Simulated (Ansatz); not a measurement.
# AlNH3O (SMILES [NH2][Al][OH]): UHF/3-21G

What is the vertical ionisation energy of AlNH3O at UHF/3-21G? 

Program for the calculation: Ansatz 0.2.0.

77 further runs of the same task are left out: 77 set aside as unsound or not needed.

**1. The system as given**

AlNH3O: 6 atoms, total charge 0, spin state doublet. SMILES: `[NH2][Al][OH]`. The coordinates come from a PBE0-D4/def2-TZVP relaxation. This is one conformer, not always the lowest.

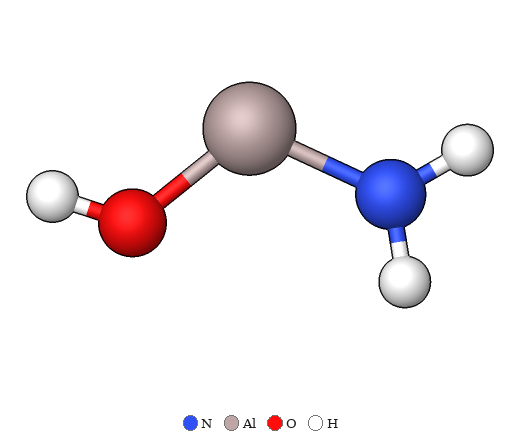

Viewed from a chosen angle; nitrogen blue, aluminium light grey, oxygen red, hydrogen white.

**2. A single-point energy at UHF/3-21G**

Contents of in.yaml:

```yaml
basis:
  gaussian: {orbitals: 3-21G.json}
crystal:
  periodic: [false, false, false]
  atoms:
    - {symbol: "N", position_ang: [-0.923900, 0.240200, -0.760800]}
    - {symbol: Al, position_ang: [0.595200, 0.601300, 0.070700]}
    - {symbol: O, position_ang: [1.194100, -0.618500, 1.101200]}
    - {symbol: H, position_ang: [-1.434300, -0.623600, -0.657200]}
    - {symbol: H, position_ang: [-1.394700, 0.861600, -1.396800]}
    - {symbol: H, position_ang: [2.005700, -0.525100, 1.596800]}
accuracy: high
magnetization: {spin_polarized: true, initial_magnetization: 1}
hamiltonian: {xc: hf}
output: {orbitals: {seedname: orbitals}}
```

The basis set 3-21G is read from a file made from the Basis Set Exchange's data (not shown).

Run with:

```console
ansatz run in.yaml --threads 1 --pin off --max-ram 3480MiB --events-out events.jsonl --progress --plain --runs-dir runs
```

Output:

```text
Warning: RAYON_NUM_THREADS=1 ignored (pool sized by the plan → 1); use --threads N
Functional definition: HF
  name "HF"
  exchange = exact_x
  correlation = 0
802 factors; integrals over basis functions are off by at most 4.6e-9 eV
mean field evaluation 1: about -10090.8176 eV, gradient 3.1e1 eV
mean field evaluation 2: about -10090.9718 eV, gradient 3.1e1 eV
mean field evaluation 4: about -10094.9699 eV, gradient 1.9e0 eV
mean field evaluation 8: about -10095.0607 eV, gradient 4.7e-1 eV
mean field evaluation 16: about -10095.0655 eV, gradient 2.2e-5 eV
mean field -10095.06550007 eV, -370.9868144463 hartree, gradient 5.2e-8 eV, S^2 0.753584; 0 other end points of the search recorded, 0 dependent functions left out
reference -10095.06550007 eV, -370.9868144463 hartree; 16, 15 occupied and 21, 22 virtual orbitals, 802 factors
Total energy: -10095.06550007 eV, -370.9868144463 hartree
```

Wall time 0.41 s (1 thread of Arm Neoverse V1, shared host); peak memory 0.092 GiB.

**3. The singlet cation**

Contents of molecule.yaml:

```yaml
crystal:
  periodic: [false, false, false]
  atoms:
    - {symbol: "N", position_ang: [-0.923900, 0.240200, -0.760800]}
    - {symbol: Al, position_ang: [0.595200, 0.601300, 0.070700]}
    - {symbol: O, position_ang: [1.194100, -0.618500, 1.101200]}
    - {symbol: H, position_ang: [-1.434300, -0.623600, -0.657200]}
    - {symbol: H, position_ang: [-1.394700, 0.861600, -1.396800]}
    - {symbol: H, position_ang: [2.005700, -0.525100, 1.596800]}
basis:
  gaussian: {orbitals: 3-21G.json}
total_charge: 1
hamiltonian: {xc: hf}
accuracy: high
output: {orbitals: {seedname: orbitals}}
```

The basis set 3-21G is read from a file made from the Basis Set Exchange's data (not shown).

Run with:

```console
ansatz run molecule.yaml --threads 1 --pin off --max-ram 3480MiB --events-out events.jsonl --progress --plain --runs-dir runs
```

Output:

```text
Warning: RAYON_NUM_THREADS=1 ignored (pool sized by the plan → 1); use --threads N
Functional definition: HF
  name "HF"
  exchange = exact_x
  correlation = 0
800 factors; integrals over basis functions are off by at most 4.6e-9 eV
mean field evaluation 1: about -10079.2075 eV, gradient 6.7e1 eV
mean field evaluation 2: about -10079.2096 eV, gradient 6.7e1 eV
mean field evaluation 4: about -10087.4296 eV, gradient 3.9e0 eV
mean field evaluation 8: about -10087.4656 eV, gradient 3.7e-1 eV
mean field -10087.46657748 eV, -370.7075591920 hartree, gradient 2.6e-8 eV, S^2 0.000000; 0 other end points of the search recorded, 0 dependent functions left out
reference -10087.46657748 eV, -370.7075591920 hartree; 15, 15 occupied and 22, 22 virtual orbitals, 800 factors
Total energy: -10087.46657748 eV, -370.7075591920 hartree
```

Run time: 0.3 s. Hardware: 1 thread of Arm Neoverse V1, shared host.

**4. Results**

Level: UHF/3-21G.

| quantity | value |
| --- | --- |
| doublet AlNH3O: total energy | -370.98681 Eh |
| doublet AlNH3O: HOMO energy (highest over α and β) | -8.08 eV |
| doublet AlNH3O: LUMO energy (lowest over α and β) | 1.19 eV |
| doublet AlNH3O: ⟨S²⟩ | 0.754 |
| singlet cation: total energy | -370.70756 Eh |
| singlet cation: HOMO energy | -16.26 eV |
| singlet cation: LUMO energy | -7.09 eV |
| singlet cation: HOMO–LUMO gap | 9.17 eV |
| vertical ionisation energy (to the singlet cation) | 7.599 eV |

**Reading.** Removing an electron at fixed nuclei costs 7.60 eV (733 kJ/mol). Only the singlet of the ionised species was computed; a triplet could lie lower.
